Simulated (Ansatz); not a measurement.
## Geometry relaxation, with input and output: SiNH₈OF (part 2 of 2)

The same run, continued: SiNH₈OF; RKS PBE-D4/def2-SVP (Ansatz 0.2.0). It belongs to a series of runs on one base structure; here: end point B relaxed.

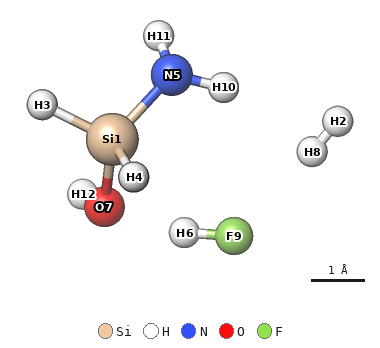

Figure 1. The geometry at step 17 of the log (ball-and-stick view, seen at a tilt; atoms are numbered from 1 in the order of the input).

**Trajectory as extended XYZ (Å, eV, eV/Å), 9 of the 33 frames kept, from step=1 to step=33**
```
12
Properties=species:S:1:pos:R:3:forces:R:3 step=1 energy=-14244.34218
Si   -0.7914   -0.9333    0.0515    0.3922  -0.0667  -0.7669
H     0.9586    0.6149    1.4579   -1.6927  -0.7839   1.7235
H    -1.9614   -1.7960   -0.3329   -0.0144  -0.0141  -0.0023
H     0.0214   -1.5808    1.1249    0.0206   0.0145  -0.0033
N    -1.5114    0.5778    0.4626    0.0088  -0.0158   0.0079
H     2.2735    0.2727   -0.9269   -0.9526  -1.1596  -0.3015
O     0.3425   -0.8464   -1.2670   -0.2244   0.1566   0.7003
H     1.4601    0.8575    1.0231    1.8051   0.8916  -1.5538
F     2.7505    1.0318   -0.7272    0.6469   0.9763   0.2138
H    -1.0073    1.3790    0.8412    0.0098   0.0235  -0.0066
H    -2.5015    0.7615    0.3038   -0.0014  -0.0057   0.0002
H    -0.0335   -0.3390   -2.0109    0.0020  -0.0166  -0.0113
12
Properties=species:S:1:pos:R:3:forces:R:3 step=5 energy=-14244.72893
Si   -0.7634   -0.9477   -0.0414    0.0432   0.0493   0.0199
H     1.2656    1.0242    1.9001    0.1126   0.0345  -0.1588
H    -1.8811   -1.8154   -0.5463   -0.0088   0.0160   0.0245
H     0.0473   -1.6064    1.0261    0.0129   0.0124  -0.0033
N    -1.4946    0.5404    0.4194   -0.0065  -0.0485  -0.0101
H     1.7657    0.0733   -0.9889    0.1569   0.1972   0.1777
O     0.4070   -0.7673   -1.2881    0.1107  -0.1781   0.2708
H     1.6516    1.0388    1.2226   -0.1229  -0.0233   0.1751
F     2.4348    0.7308   -0.7466   -0.1905  -0.2069  -0.1093
H    -0.9947    1.3126    0.8639    0.0042  -0.0493   0.0052
H    -2.4792    0.7409    0.2462    0.0194   0.0204  -0.0090
H     0.0410   -0.3243   -2.0668   -0.1311   0.1763  -0.3829
12
Properties=species:S:1:pos:R:3:forces:R:3 step=9 energy=-14244.76737
Si   -0.7207   -1.0165   -0.1735    0.0137   0.0694   0.0614
H     1.2819    1.5042    2.2084    0.0589  -0.0401  -0.1844
H    -1.9490   -1.8030   -0.5446    0.0565   0.0399   0.0088
H     0.1895   -1.7112    0.7884   -0.0612   0.0104  -0.0449
N    -1.2701    0.4981    0.4308   -0.1000   0.1070   0.0447
H     1.5164   -0.0045   -1.0103    0.2588   0.2123   0.3321
O     0.2992   -0.9208   -1.5650    0.0578   0.0850   0.0509
H     1.5300    1.3003    1.4986   -0.0636   0.0602   0.2142
F     2.0721    0.5703   -0.4486   -0.2914  -0.2802  -0.3399
H    -0.6465    1.1659    0.9011   -0.1168  -0.1649  -0.1385
H    -2.2045    0.8751    0.2401    0.2513  -0.0832   0.0362
H    -0.0982   -0.4582   -2.3254   -0.0640  -0.0158  -0.0406
12
Properties=species:S:1:pos:R:3:forces:R:3 step=13 energy=-14244.78728
Si   -0.7500   -1.0876   -0.2337    0.0091   0.0040   0.0256
H     1.3085    1.8585    2.2598    0.0093  -0.0009  -0.0081
H    -2.0225   -1.7529   -0.6777    0.0206   0.0142   0.0053
H     0.0969   -1.9321    0.6590   -0.0195   0.0209  -0.0161
N    -1.2000    0.3853    0.5343   -0.0995   0.0751  -0.0307
H     1.4512   -0.0245   -0.9690   -0.0059   0.0163   0.0020
O     0.2730   -0.9270   -1.6187   -0.0272   0.0045   0.0018
H     1.5648    1.5457    1.6031   -0.0157   0.0060   0.0089
F     1.9425    0.5217   -0.3426    0.0086  -0.0199  -0.0109
H    -0.4753    1.0004    0.9184   -0.0185  -0.0345  -0.0106
H    -2.0342    0.9068    0.2484    0.1186  -0.0803   0.0350
H    -0.1547   -0.4945   -2.3813    0.0201  -0.0054  -0.0021
12
Properties=species:S:1:pos:R:3:forces:R:3 step=17 energy=-14244.79510
Si   -0.7717   -1.1003   -0.2619   -0.0151   0.0838   0.0422
H     1.2462    2.0891    2.0309    0.0115  -0.0073  -0.0350
H    -2.0499   -1.6778   -0.7991    0.0107   0.0008  -0.0001
H     0.0306   -2.0432    0.5682   -0.0044   0.0037  -0.0160
N    -1.2056    0.2929    0.6599    0.0097  -0.0846  -0.1091
H     1.5056   -0.0844   -0.9014    0.1208   0.0800   0.1565
O     0.2712   -0.8375   -1.6170   -0.0037   0.0127   0.0402
H     1.4819    1.6891    1.4131   -0.0157   0.0148   0.0291
F     2.0633    0.3117   -0.2125   -0.1340  -0.1025  -0.1643
H    -0.4729    0.8220    1.1430   -0.0089   0.0100   0.0053
H    -1.9629    0.9033    0.3431    0.0280  -0.0105   0.0401
H    -0.1358   -0.3651   -2.3664    0.0011  -0.0009   0.0111
12
Properties=species:S:1:pos:R:3:forces:R:3 step=21 energy=-14244.80635
Si   -0.7897   -1.1078   -0.3003    0.0078  -0.0056   0.0342
H     1.2234    2.3451    1.6823    0.0669  -0.1464  -0.1463
H    -2.0693   -1.6028   -0.9125    0.0149   0.0163   0.0069
H    -0.0223   -2.1541    0.4365   -0.0218   0.0210  -0.0242
N    -1.2125    0.2011    0.7343   -0.0209   0.0454   0.0079
H     1.5577   -0.1887   -0.7654    0.1014   0.0426   0.1279
O     0.2941   -0.7331   -1.5932   -0.0427   0.0799  -0.0880
H     1.4645    1.7907    1.1911   -0.0648   0.1521   0.1369
F     2.1155    0.0702   -0.0144   -0.1078  -0.0428  -0.1222
H    -0.4971    0.6858    1.2853   -0.0150  -0.0390  -0.0287
H    -2.0034    0.8144    0.5242    0.0405  -0.0455   0.0001
H    -0.0609   -0.1211   -2.2677    0.0415  -0.0779   0.0955
12
Properties=species:S:1:pos:R:3:forces:R:3 step=25 energy=-14244.82685
Si   -0.8223   -1.1312   -0.3680    0.0365   0.0705   0.0076
H     1.2178    2.6933    1.0975    0.0365  -0.1399  -0.0680
H    -2.1102   -1.3880   -1.1067    0.0764   0.0196   0.0549
H    -0.1800   -2.3648    0.1844   -0.0457   0.0942  -0.0523
N    -1.1826    0.0047    0.8810    0.0107  -0.0166  -0.0298
H     1.5543   -0.2537   -0.5057    0.0624   0.0205   0.1451
O     0.3557   -0.6166   -1.5329   -0.0823   0.1002  -0.0093
H     1.4300    1.9873    0.8544   -0.0373   0.1317   0.0519
F     2.0003   -0.1143    0.3464   -0.0965  -0.0180  -0.1576
H    -0.4356    0.3350    1.5026   -0.0489  -0.0625  -0.0875
H    -1.9041    0.7181    0.7493    0.0487  -0.0454   0.0091
H     0.0769    0.1299   -2.1022    0.0395  -0.1543   0.1359
12
Properties=species:S:1:pos:R:3:forces:R:3 step=29 energy=-14244.85216
Si   -0.8319   -1.0796   -0.4058    0.0305   0.0989   0.0992
H     1.0965    2.7051    0.4034    0.0092  -0.0553  -0.0183
H    -2.0873   -1.1013   -1.2328    0.0329   0.0026   0.0275
H    -0.3093   -2.4343   -0.0566   -0.0172   0.0421  -0.0167
N    -1.1709   -0.1637    1.0221    0.0069  -0.0013  -0.0983
H     1.5611   -0.2629   -0.2381    0.0344  -0.0061   0.0972
O     0.4528   -0.4661   -1.3960   -0.0667   0.0718  -0.0053
H     1.2991    1.9616    0.4584   -0.0103   0.0540   0.0149
F     1.9307   -0.1877    0.6571   -0.0544   0.0020  -0.1080
H    -0.3892    0.0122    1.6656   -0.0579  -0.0266  -0.0765
H    -1.8021    0.6422    0.9765    0.0718  -0.0777   0.0159
H     0.2507    0.3741   -1.8540    0.0207  -0.1043   0.0685
12
Properties=species:S:1:pos:R:3:forces:R:3 step=33 energy=-14244.85744
Si   -0.8349   -1.0536   -0.4164   -0.0038  -0.0038   0.0067
H     1.0442    2.6662    0.1409   -0.0026   0.0106  -0.0050
H    -2.0752   -0.9856   -1.2592   -0.0003   0.0005   0.0001
H    -0.3603   -2.4418   -0.1490    0.0007  -0.0011  -0.0023
N    -1.1620   -0.2257    1.0605   -0.0017   0.0065  -0.0139
H     1.5551   -0.2608   -0.1422    0.0043  -0.0032   0.0041
O     0.4856   -0.4229   -1.3406    0.0010   0.0072  -0.0058
H     1.2526    1.9507    0.3363    0.0022  -0.0089   0.0065
F     1.8991   -0.1772    0.7602   -0.0006   0.0015  -0.0037
H    -0.3652   -0.1042    1.6957    0.0038  -0.0008   0.0020
H    -1.7573    0.6056    1.0588   -0.0031  -0.0013   0.0059
H     0.3185    0.4493   -1.7450    0.0000  -0.0073   0.0053
```

The run was set up as follows.

**Input file**
```yaml
crystal:
  periodic: [false, false, false]
  atoms:
    - { symbol: Si, position_ang: [-0.791441, -0.93329, 0.051505] }
    - { symbol: H, position_ang: [0.958583, 0.6149, 1.457862] }
    - { symbol: H, position_ang: [-1.961425, -1.796041, -0.332874] }
    - { symbol: H, position_ang: [0.021414, -1.580803, 1.124864] }
    - { symbol: "N", position_ang: [-1.511354, 0.577799, 0.462568] }
    - { symbol: H, position_ang: [2.273466, 0.272718, -0.92689] }
    - { symbol: O, position_ang: [0.342498, -0.846402, -1.26699] }
    - { symbol: H, position_ang: [1.460111, 0.857534, 1.023093] }
    - { symbol: F, position_ang: [2.750539, 1.031808, -0.727229] }
    - { symbol: H, position_ang: [-1.007298, 1.378997, 0.841181] }
    - { symbol: H, position_ang: [-2.501522, 0.761545, 0.303786] }
    - { symbol: H, position_ang: [-0.033469, -0.338966, -2.010877] }
basis:
  gaussian: { orbitals: def2-SVP }
hamiltonian:
  xc: pbe
  dispersion: d4
relax:
  f_tol: 0.03
  max_steps: 50
```

Launch command:
```bash
ansatz run input.yaml --threads 2 --pin off --max-ram 3072MiB --backend cpu --events-out ev --progress --plain --runs-dir out
```

**Results in brief**

- outcome: converged
- total energy: −14244.8575 eV
- mean-field energy: −14244.6735 eV
- largest force (length of the vector) at the end: 0.015 eV/Å
- hardware: 2 threads of Arm Neoverse V1, 24 GiB of memory available, shared host
- wall time: 63 s (CPU time 2 min)
- peak memory: 0.15 GiB
